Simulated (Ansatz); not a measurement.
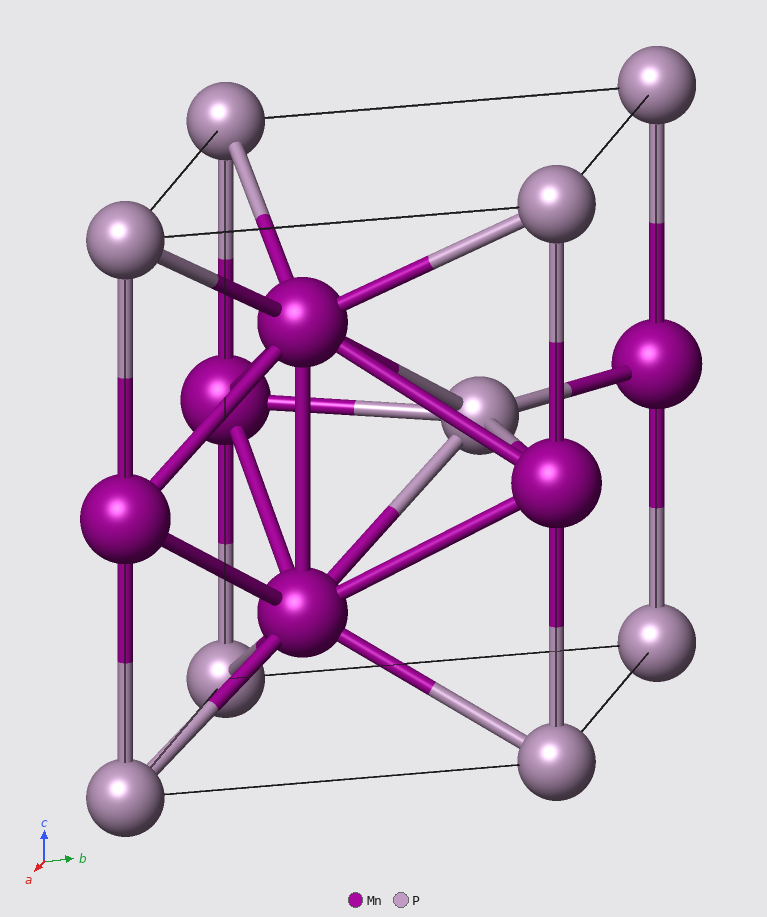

Ball-and-stick drawing of the structure, looking slightly off an axis. The parallelepiped is the simulation cell.

```xyz
5
Lattice="3.8083 0.0000 0.0000 -1.9042 3.2981 0.0000 0.0000 0.0000 4.8890" Properties=species:S:1:pos:R:3 pbc="T T T"
Mn    1.9042    1.0994    1.1729
Mn    1.9042    1.0994    3.7161
Mn    1.9042    3.2981    2.4445
P     1.9042    3.2981    4.8890
P     0.0000    2.1987    2.4445
```

Level of theory and settings: Ansatz 0.2.0, DFT PBE, scalar-relativistic, plane waves, PAW, a cutoff energy of 420 eV, a 12×12×8 sampling of the Brillouin zone, Gaussian smearing of 0.1 eV, collinear spins. The state is ferromagnetic.

What charge does Bader's analysis assign to each element?

Mn +0.30 to +0.56 e; P -0.71 e.

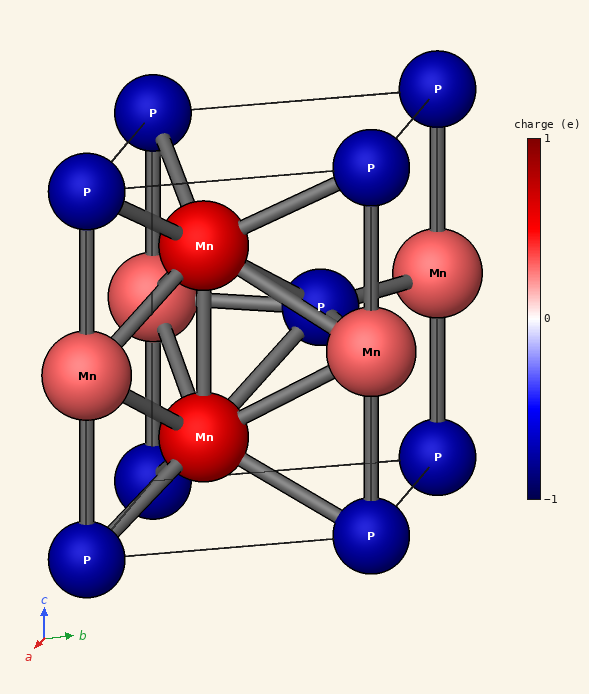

The atoms coloured by those charges.

The model was built from a structure type filled with these elements by a generator (whether the compound takes this form wasn't checked). Earlier steps of the study, as a rule a relaxation of our own, may have changed the cell and positions, so they can lie some per cent off the listed ones. A calculation with Ansatz used it as input.
